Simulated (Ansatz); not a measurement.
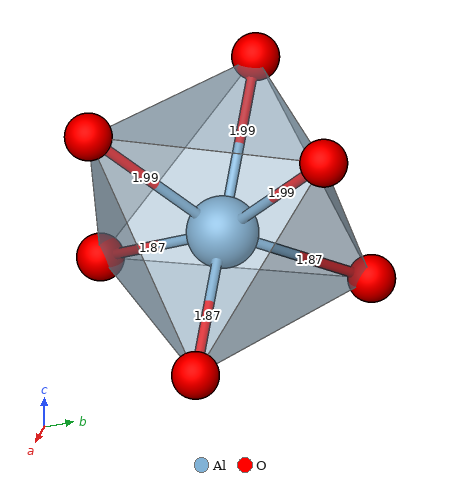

Coordination of Al in Al2O3 (R-3c); bond lengths in Å. Continuous shape measures are computed against ideal polyhedra (0 is ideal; above about 3 the distortion is strong). Source: coordinates from a relaxation with DFT PBE, scalar-relativistic, plane waves, PAW (Ansatz).

### Name the coordination polyhedron and say how regular it is.

AlO6: a slightly distorted octahedron (coordination number 6, S = 0.59; next best trigonal prism, S = 15.5).

### Is there a pattern of short and long bonds?

Yes, a 3 + 3 pattern: 3 short (1.87 Å on average) and 3 long (1.99 Å).

### Does the central atom sit at the centroid of its ligands?

No, it is displaced by 0.25 Å; the site symmetry is 3.
